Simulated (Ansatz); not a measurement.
The starting structures come from a database of crystals and need not be the phases stable at ambient conditions.

 Where the default PAW files enter, the runs use the earlier of Ansatz's two default sets.

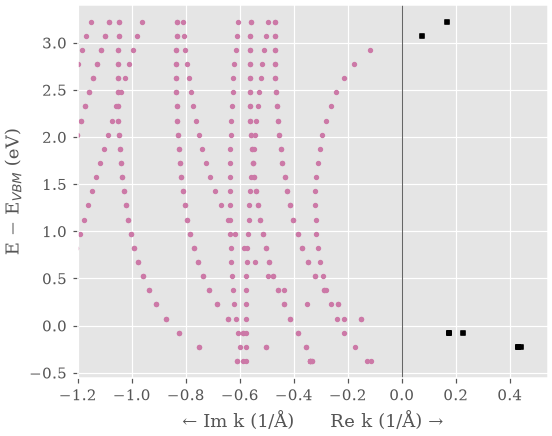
*Complex bands at the centre of the two-dimensional zone; r2SCAN (Ansatz, a program for electronic structure)*

The gap is the functional's own. No spin-orbit coupling. Mid-gap values are interpolated on the energy grid.

This is Rb₂SnCl₆ (Fm-3m, not sure to be the ambient phase, 9 atoms a cell, 29.2 Å³ an atom) along the normal of (111). Read off the slowest decay at the centre of the two-dimensional zone at 1.57 eV, the computed energy nearest the middle of the gap.

κ ≈ 0.32 1/Å, a decay length 1/(2κ) of the density of 1.6 Å.
